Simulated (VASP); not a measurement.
Band structure of WSe2 (2H layered). All values below come from optB88-vdW, VASP's PBE PAW potentials (set 64) (plane waves; VASP).

Unless said otherwise, spin-orbit coupling is left out, though it shifts the bands of the heavy elements here.

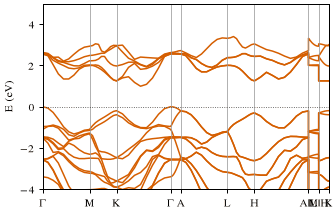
*Bands along high-symmetry lines, zero at the valence-band maximum or, without a gap, the Fermi level*

Q: Read the plot: is there a gap, and where are the band edges?

A: The gap is indirect, 0.99 eV, from the valence maximum at Γ to the conduction minimum at K-Γ at 0.44. (Edges off the drawn lines would not show.)

The compound is WSe2 in the 2H layered structure. It was relaxed first, which changed the volume by +5 %.
